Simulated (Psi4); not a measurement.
# C2H2F4 (SMILES FCC(F)(F)F): BHLYP/cc-pVDZ

What is the vertical ionisation energy of C2H2F4 at BHLYP/cc-pVDZ? 

The calculation is run with Psi4 1.11.

2 further runs of the same task are left out: 2 set aside as unsound or not needed.

**1. The molecule**

The species is C2H2F4 (8 atoms), meant as a singlet with charge 0. As SMILES, `FCC(F)(F)F`. The coordinates come from a PBE0-D4/def2-TZVP relaxation.

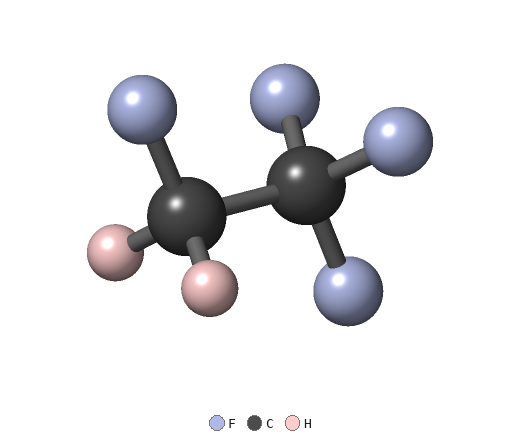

The structure, seen from a chosen angle (fluorine light blue, carbon dark grey, hydrogen pink).

**2. Energy and forces at BHLYP/cc-pVDZ**

File job.in:

```
memory 1.6 GB

molecule {
  0 1
  F     -0.224600    -1.506500     0.915200
  C     -0.211200    -0.737800    -0.211700
  C      0.211200     0.674300     0.135500
  F      1.434400     0.711300     0.662400
  F      0.217100     1.411800    -0.982100
  F     -0.624600     1.243600     1.002900
  H      0.502000    -1.148600    -0.930100
  H     -1.212300    -0.705100    -0.647900
  symmetry c1
  no_reorient
  no_com
}

set {
  basis                cc-pVDZ
  reference            rks
  puream               true
  e_convergence        1e-09
  d_convergence        1e-08
  scf_type             pk
  dft_radial_points    99
  dft_spherical_points 590
}

e_tot, wfn = gradient('bhhlyp', return_wfn=True)
oeprop(wfn, 'QUADRUPOLE', 'WIBERG_LOWDIN_INDICES', 'LOWDIN_CHARGES')
```

Launch:

```sh
$ psi4 -n 1 job.in job.out
```

job.out, shortened:

```text
[...]
  Running in c1 symmetry.
[...]
  Nuclear repulsion =  273.039960987056872
[...]
  Multiplicity = 1
[...]
  Nalpha       = 25
  Nbeta        = 25
[...]
    Number of basis functions: 94
[...]
   @RKS iter   1:  -476.52467016138655   -3.52254e-01   5.43055e-03 ADIIS/DIIS
[...]
   @RKS iter  11:  -476.61760629362828   -9.77707e-12   8.77944e-09 DIIS
[...]
    Orbital Energies [Eh]
    ---------------------
    Doubly Occupied:
       1A    -25.363332     2A    -25.359762     3A    -25.359735
       4A    -25.327960     5A    -10.858244     6A    -10.707831
       7A     -1.495358     8A     -1.402689     9A     -1.400011
      10A     -1.385717    11A     -0.906952    12A     -0.786361
      13A     -0.701524    14A     -0.701092    15A     -0.677404
      16A     -0.607721    17A     -0.603736    18A     -0.570653
      19A     -0.569247    20A     -0.540877    21A     -0.529442
      22A     -0.529106    23A     -0.511679    24A     -0.453506
      25A     -0.441766
[...]
  @RKS Final Energy:  -476.61760629362828
   => Energetics <=
    Nuclear Repulsion Energy =            273.0399609870568725
    One-Electron Energy =               -1203.8235792689424670
    Two-Electron Energy =                 481.8429667768944000
    DFT Exchange-Correlation Energy =     -27.6769547886371470
    Empirical Dispersion Energy =           0.0000000000000000
    VV10 Nonlocal Energy =                  0.0000000000000000
    Total Energy =                       -476.6176062936282847
[...]
  -Total Gradient:
     Atom            X                  Y                   Z
    ------   -----------------  -----------------  -----------------
       1       -0.000346481619    -0.002556113272     0.001958925722
       2       -0.001101764154    -0.002832130691    -0.002432882720
       3        0.000154141639     0.000956300936    -0.000292441378
       4        0.005668620973    -0.000233256726     0.002513771427
       5       -0.000128776544     0.003024938457    -0.005532644521
       6       -0.004019976470     0.002272101136     0.004114626676
       7        0.000354914727    -0.000442786057    -0.000239056217
       8       -0.000581901873    -0.000196435715    -0.000087300965
[...]
 Multipole Moments:
 ------------------------------------------------------------------------------------
     Multipole            Electronic (a.u.)      Nuclear  (a.u.)        Total (a.u.)
 ------------------------------------------------------------------------------------
 L = 1.  Multiply by 2.5417464519 to convert [e a0] to [Debye]
 Dipole X            :        -12.5057614           12.3028730           -0.2028885
 Dipole Y            :        -27.7585759           27.4144459           -0.3441301
 Dipole Z            :        -24.0299793           23.3388735           -0.6911058
 Magnitude           :                                                    0.7982584
 L = 2.  Multiply by 1.3450342976 to convert [e a0^2] to [Debye ang]
 Quadrupole XX       :       -113.1067708           89.8615447          -23.2452261
 Quadrupole XY       :        -36.1585905           35.9363011           -0.2222895
[...]
```

Run time: 28 s. Hardware: 1 thread of Intel Xeon Platinum 8488C (Sapphire Rapids), shared host; peak memory 0.9 GiB.

**3. The doublet cation at the same level**

File job.py:

```python
import psi4

psi4.set_memory('1600 MB')
psi4.set_num_threads(1)
psi4.set_output_file('psi4.out', False)

molecule = psi4.geometry("""
1 2
F     -0.224600    -1.506500     0.915200
C     -0.211200    -0.737800    -0.211700
C      0.211200     0.674300     0.135500
F      1.434400     0.711300     0.662400
F      0.217100     1.411800    -0.982100
F     -0.624600     1.243600     1.002900
H      0.502000    -1.148600    -0.930100
H     -1.212300    -0.705100    -0.647900
units angstrom
symmetry c1
no_reorient
no_com
""")

options = {'reference': 'uks', 'puream': True, 'e_convergence': 1e-09, 'd_convergence': 1e-08, 'scf_type': 'pk', 'dft_radial_points': 99, 'dft_spherical_points': 590, 'maxiter': 200}
psi4.set_options(options)

E, wfn = psi4.gradient('bhhlyp/cc-pVDZ', molecule=molecule, return_wfn=True)
psi4.oeprop(wfn, 'QUADRUPOLE', 'DIPOLE', 'WIBERG_LOWDIN_INDICES', title='BHHLYP')
print('gradient / Eh bohr^-1')
print(E.np.round(6))
print(f'energy = {wfn.energy():.10f} Eh')
```

Launch:

```sh
$ python job.py
```

psi4.out, shortened:

```text
[...]
  Running in c1 symmetry.
[...]
  Nuclear repulsion =  273.039960987056872
[...]
  Multiplicity = 2
[...]
  Nalpha       = 25
  Nbeta        = 24
[...]
    Number of basis functions: 94
[...]
   @UKS iter   1:  -476.02931348465421    1.43103e-01   5.23150e-03 ADIIS/DIIS
[...]
   @UKS iter  18:  -476.12311354278654   -5.11591e-12   9.22952e-09 DIIS
[...]
   @S^2 Observed:                7.574449056E-01
[...]
    Orbital Energies [Eh]
    ---------------------
    Alpha Occupied:
       1A    -25.709644     2A    -25.637468     3A    -25.635644
       4A    -25.635630     5A    -11.165887     6A    -11.029871
       7A     -1.767735     8A     -1.742141     9A     -1.668987
      10A     -1.668745    11A     -1.228345    12A     -1.062042
      13A     -0.985461    14A     -0.974989    15A     -0.972782
      16A     -0.926831    17A     -0.918517    18A     -0.870299
      19A     -0.835089    20A     -0.834270    21A     -0.795957
      22A     -0.791430    23A     -0.769987    24A     -0.764433
      25A     -0.762408
    Alpha Virtual:
[...]
  @UKS Final Energy:  -476.12311354278654
   => Energetics <=
    Nuclear Repulsion Energy =            273.0399609870568725
    One-Electron Energy =               -1189.5144382809135095
    Two-Electron Energy =                 467.7627160108256703
    DFT Exchange-Correlation Energy =     -27.4113522597556027
    Empirical Dispersion Energy =           0.0000000000000000
    VV10 Nonlocal Energy =                  0.0000000000000000
    Total Energy =                       -476.1231135427865411
[...]
  -Total Gradient:
     Atom            X                  Y                   Z
    ------   -----------------  -----------------  -----------------
       1       -0.002434463195    -0.032460377153     0.036248635427
       2        0.027408774125     0.111055156217    -0.007777841745
       3       -0.045273020805    -0.152989577328    -0.034596021571
       4        0.030778833380     0.021500266754     0.016063148960
       5        0.006578372212     0.038968535497    -0.021148641934
       6       -0.010448774154     0.032142645823     0.022876865789
       7       -0.016028332113    -0.005813930586    -0.003737127082
       8        0.009417319157    -0.012410103890    -0.007926352943
[...]
```

Standard output:

```text
gradient / Eh bohr^-1
[[-0.002434 -0.03246   0.036249]
 [ 0.027409  0.111055 -0.007778]
 [-0.045273 -0.15299  -0.034596]
 [ 0.030779  0.0215    0.016063]
 [ 0.006578  0.038969 -0.021149]
 [-0.010449  0.032143  0.022877]
 [-0.016028 -0.005814 -0.003737]
 [ 0.009417 -0.01241  -0.007926]]
energy = -476.1231135428 Eh
```

Run time: 47 s. Hardware: 1 thread of Intel Xeon Platinum 8488C (Sapphire Rapids), shared host; peak memory 0.91 GiB.

**4. Results**

Level: BHLYP/cc-pVDZ.

| quantity | value |
| --- | --- |
| singlet C2H2F4: total energy | -476.61761 Eh |
| singlet C2H2F4: dipole moment | 2.03 D |
| singlet C2H2F4: HOMO energy | -12.02 eV |
| singlet C2H2F4: LUMO energy | 2.72 eV |
| singlet C2H2F4: HOMO–LUMO gap | 14.75 eV |
| singlet C2H2F4: largest force on an atom | 0.324 eV/Å |
| doublet cation: total energy | -476.12311 Eh |
| doublet cation: HOMO energy (highest over α and β) | -20.36 eV |
| doublet cation: LUMO energy (lowest over α and β) | -14.89 eV |
| doublet cation: ⟨S²⟩ | 0.757 |
| doublet cation: largest force on an atom | 8.395 eV/Å |
| vertical ionisation energy (to the doublet cation) | 13.456 eV |

**Reading.** The vertical ionisation energy comes to 13.46 eV (310 kcal/mol). The largest force (singlet C2H2F4) is 0.32 eV/Å: the shape isn't a stationary point for this species at this level. The negative HOMO energy of the first species, 12.02 eV, lies 1.43 eV below that difference.
